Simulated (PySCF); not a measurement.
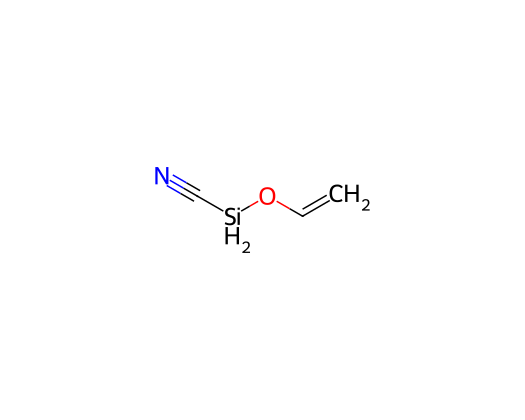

Skeletal drawing of a molecule.

Question: Give its SMILES.

Answer: C=CO[SiH2]C#N

Question: Give the formula, hydrogens included.

Answer: C3H5NOSi.

Question: An optimisation with PBE0-D3(BJ)/def2-SVP gave a structure of which point group?

Answer: C1. Other conformers may differ.

The parts below concern this one geometry. Atoms keep their numbers from picture to picture. The computed structure is the end point of a PBE0-D3(BJ)/def2-SVP optimisation. No frequency run is at hand to confirm it as a minimum.

## Shape

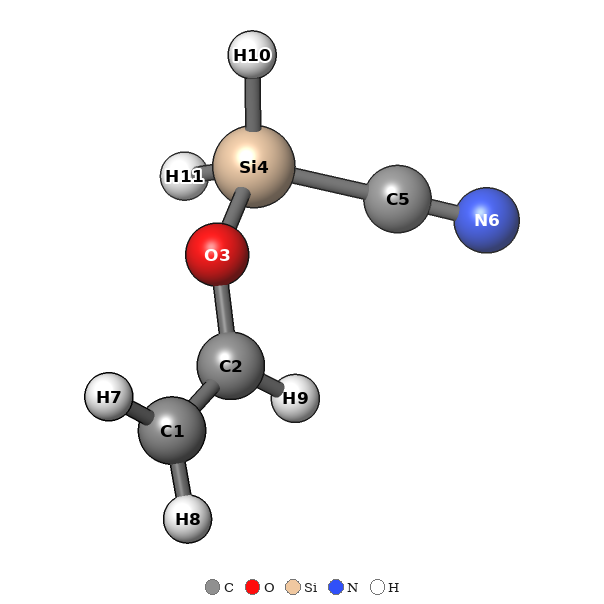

Atoms carry their numbers in the input. No frequency run is at hand to confirm it as a minimum.

Give these bond angles: C2–C1–H7, C2–C1–H8, C1–C2–O3, C1–C2–H9, O3–C2–H9, C2–O3–Si4, O3–Si4–C5, O3–Si4–H10, O3–Si4–H11, C5–Si4–H10, C5–Si4–H11, Si4–C5–N6.

```tsv
angle	degrees
C2–C1–H7	121.2
C2–C1–H8	119.6
C1–C2–O3	122.4
C1–C2–H9	122.1
O3–C2–H9	115.5
C2–O3–Si4	128.6
O3–Si4–C5	108.4
O3–Si4–H10	107.5
O3–Si4–H11	112.6
C5–Si4–H10	108.7
C5–Si4–H11	106.5
Si4–C5–N6	179.3
```

## Bond orders

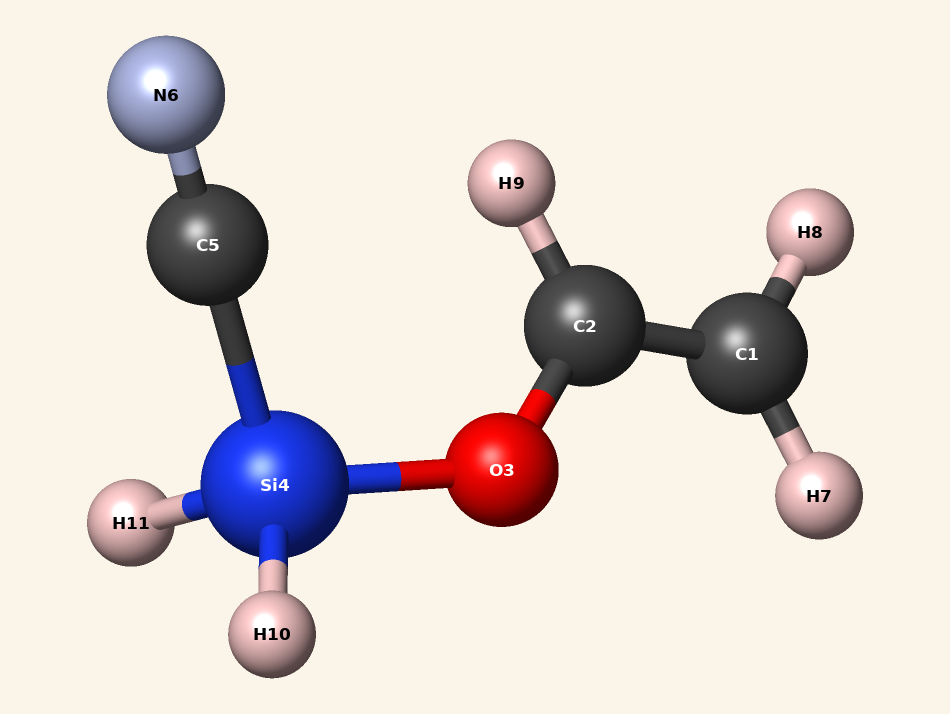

Every bond is drawn as one stick. No frequency run is at hand to confirm it as a minimum. Computed with PBE0/STO-3G (PySCF 2.14.0).

List the Mayer bond orders of C1–C2, C1–H7, C1–H8, C2–O3, C2–H9, O3–Si4, Si4–C5, Si4–H10, Si4–H11, C5–N6.

```json
{"bond": "C1–C2", "Mayer order": "1.85", "length (Å)": "1.330"}
{"bond": "C1–H7", "Mayer order": "0.97", "length (Å)": "1.092"}
{"bond": "C1–H8", "Mayer order": "0.97", "length (Å)": "1.090"}
{"bond": "C2–O3", "Mayer order": "1.06", "length (Å)": "1.360"}
{"bond": "C2–H9", "Mayer order": "0.94", "length (Å)": "1.098"}
{"bond": "O3–Si4", "Mayer order": "0.88", "length (Å)": "1.658"}
{"bond": "Si4–C5", "Mayer order": "0.82", "length (Å)": "1.864"}
{"bond": "Si4–H10", "Mayer order": "0.91", "length (Å)": "1.479"}
{"bond": "Si4–H11", "Mayer order": "0.89", "length (Å)": "1.486"}
{"bond": "C5–N6", "Mayer order": "2.93", "length (Å)": "1.160"}
```

## Electronic properties

No frequency run is at hand to confirm it as a minimum. Method: PBE0/6-311+G(2d,p), gas phase (PySCF 2.14.0).

What does the calculation give?

- dipole moment: 2.77 D
- HOMO energy (Kohn–Sham orbital): −7.37 eV
- LUMO energy (Kohn–Sham orbital): −1.35 eV
- HOMO–LUMO gap: 6.02 eV

## NMR shielding

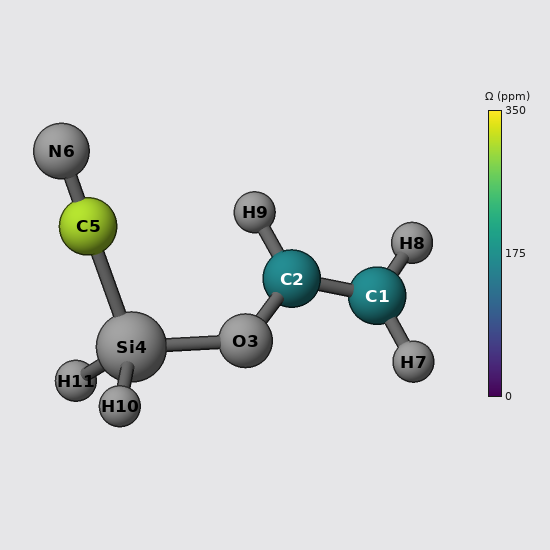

The C atoms are coloured by the span of their shielding tensor. No frequency run is at hand to confirm it as a minimum. Level of theory: GIAO PBE0/6-31G* NMR shielding, non-relativistic, gas phase (PySCF 2.14.0). Principal shieldings σ11 ≤ σ22 ≤ σ33, span Ω = σ33 − σ11, skew κ = 3(σiso − σ22)/Ω.

Question: Which C atom has the most anisotropic shielding?

Answer: C5, with a span of 308 ppm.

Give the shielding tensors of the C atoms.

```tsv
atom	σ11	σ22	σ33	σiso	Ω	κ
C1	5.3	123.3	169.5	99.4	164.3	−0.44
C2	−42.3	89.4	121.6	56.2	163.8	−0.61
C5	−21.2	−17.1	286.7	82.8	308.0	0.97
```

Shieldings and span in ppm.
